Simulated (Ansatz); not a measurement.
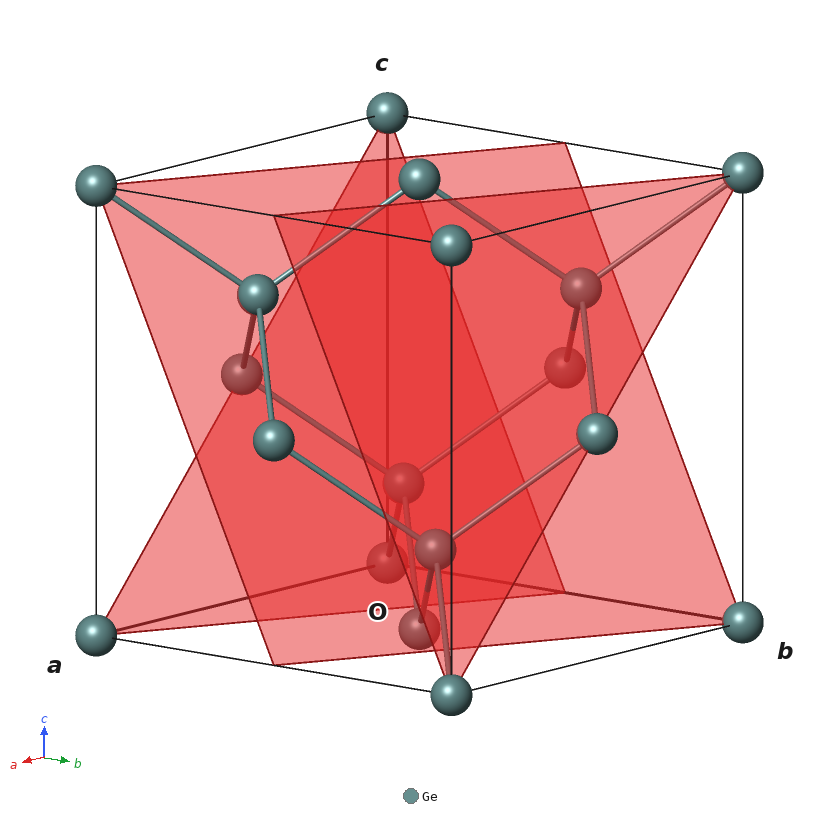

Crystal: Ge, the input geometry of an electronic-structure calculation (not necessarily at equilibrium). Every member of one family of equally spaced planes, hx + ky + lz = a whole number, that cuts the unit cell is shaded (one member passes through the origin O, touching the cell only at an edge or corner). Symmetry computed with spglib at a tolerance of 0.002 Å; standard conventional cell.

a = 5.660 Å, b = 5.660 Å, c = 5.660 Å, α = 90.00°, β = 90.00°, γ = 90.00°.

### Which (hkl) family is drawn?

(1 2 1); the opposite sign names the same planes. The member next to the origin meets the axes a at 1, b at 1/2, c at 1.

### What is the spacing?

d = 2.311 Å.

### Which atoms of the cell lie in these planes (within 0.03 Å)?

4 of the 8 Ge.

### The space group is Fd-3m, No. 227, origin choice 1. How many reflections hkl are equivalent to this one (itself included), and does it occur?

24 reflections are equivalent in the Laue class m-3m. The reflection is systematically absent, by the centring.
